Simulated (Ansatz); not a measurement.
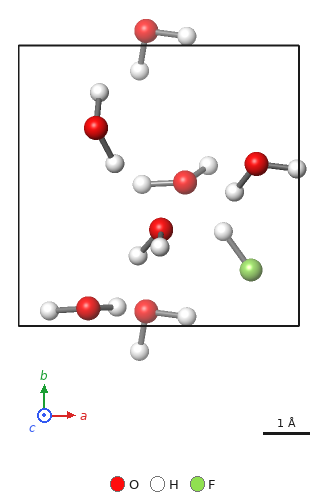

Starting frame of a dynamics run of a periodic cell with 6 H2O + 1 HF at 0.904 g/cm³. It starts from the last geometry of an earlier run, with fresh velocities. A ball-and-stick model of the simulation cell, seen along the c axis.

Method: DFT r2SCAN-D3(BJ), scalar-relativistic, plane waves, PAW (Ansatz 0.2.0).

Input
```yaml
accuracy: low
crystal:
  lattice:
    - [6.174505, 0.0, 0.0]
    - [0.0, 6.174505, 0.0]
    - [0.0, 0.0, 6.174505]
  atoms:
    - { symbol: O, position: [0.24847707, 1.06285735, 0.58719493] }
    - { symbol: H, position: [0.11022406, 1.05365437, 0.50208347] }
    - { symbol: H, position: [0.35116121, 1.06723775, 0.4605742] }
    - { symbol: O, position: [0.50844532, 0.34326533, 0.8311027] }
    - { symbol: H, position: [0.42616874, 0.25000028, 0.73235377] }
    - { symbol: H, position: [0.50435167, 0.28137309, 0.97724271] }
    - { symbol: O, position: [0.45558098, 0.05217679, 0.19515911] }
    - { symbol: H, position: [0.6001019, 0.03302709, 0.26805014] }
    - { symbol: H, position: [0.43140059, -0.09049353, 0.11361743] }
    - { symbol: O, position: [0.59381956, 0.51179709, 0.31904515] }
    - { symbol: H, position: [0.67697653, 0.57148257, 0.20165051] }
    - { symbol: H, position: [0.44076662, 0.50478224, 0.30079356] }
    - { symbol: O, position: [0.84879653, 0.57774981, 0.89572685] }
    - { symbol: H, position: [0.99254879, 0.55985296, 0.88920497] }
    - { symbol: H, position: [0.7701666, 0.47739322, 0.80636781] }
    - { symbol: O, position: [0.27616626, 0.7060994, 0.93568111] }
    - { symbol: H, position: [0.34339003, 0.57872507, 0.85734278] }
    - { symbol: H, position: [0.28846458, 0.83240845, 0.83559325] }
    - { symbol: F, position: [0.82906628, 0.19959923, 0.36622944] }
    - { symbol: H, position: [0.73027208, 0.33636432, 0.37540283] }
basis:
  ecutwfc: 500.0
kpoints:
  mp_grid: { grid: [1, 1, 1] }
hamiltonian:
  xc: r2scan
  dispersion: d3bj
scf:
  occupations: { method: fermi_dirac, width: 0.02 }
  lower_state_search: "off"
md:
  timestep: 0.5
  n_steps: 130
  ensemble: nve
  temperature: 700.0
  initial_velocities: maxwell_boltzmann
  seed: 132288
```

Run as
```bash
ansatz run input.yaml --threads 1 --pin off --max-ram 3072MiB --backend cpu --events-out ev --progress --plain --runs-dir out
```

Q: What does the trajectory do?

A: The mean temperature in the second half is 595 K (standard deviation 48 K). The potential energy in the second half lies on average 12.8 meV per atom above the first frame. Root-mean-square distances from the starting positions over the second half, with the common drift of all atoms taken out: H 0.57 Å, F 0.38 Å, O 0.38 Å. The heavy atoms stay within a fraction of a molecule's size of their starting places; so short a run doesn't tell a liquid from a solid. Bond changes: one H–O bond forms at about 54 fs. The total energy stays between −0.27 and 0.074 meV per atom of its start. A straight-line fit has a slope that amounts to −0.0033 meV per atom over 65 fs (under 0.1 % of the mean kinetic energy), and the ripple about it is 1.2 % of the kinetic energy's fluctuation. With a drift under 2 % and a ripple under 7 %, the integration is accurate.

Along the run (each row but the first and the last is the mean over the interval that it begins):

```
time (fs)  potential energy (meV/atom)  T (K)
      0.0                          0.0    700
      6.5                         12.5    598
     13.0                         17.8    554
     19.5                         10.3    616
     26.0                          8.7    628
     32.5                         17.9    554
     39.0                          9.6    621
     45.5                          6.5    646
     52.0                         16.9    562
     58.5                         12.8    595
     65.0                         20.6    532
```

The paths of the atoms:

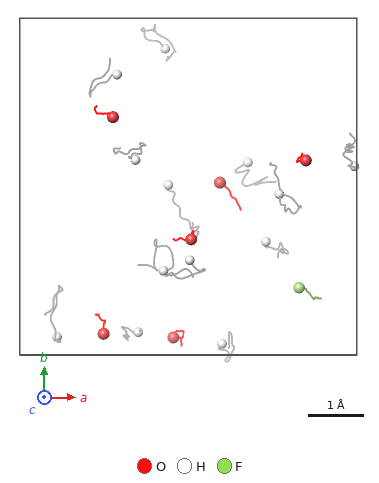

Limits of the set-up: the program's low-accuracy preset was used; the periodic images lie only 6.2 Å apart, so the values are limited by the cell's size.

Cost: 14 min on 1 thread of Arm Neoverse V2, with other jobs on the host, peak memory 0.54 GiB.
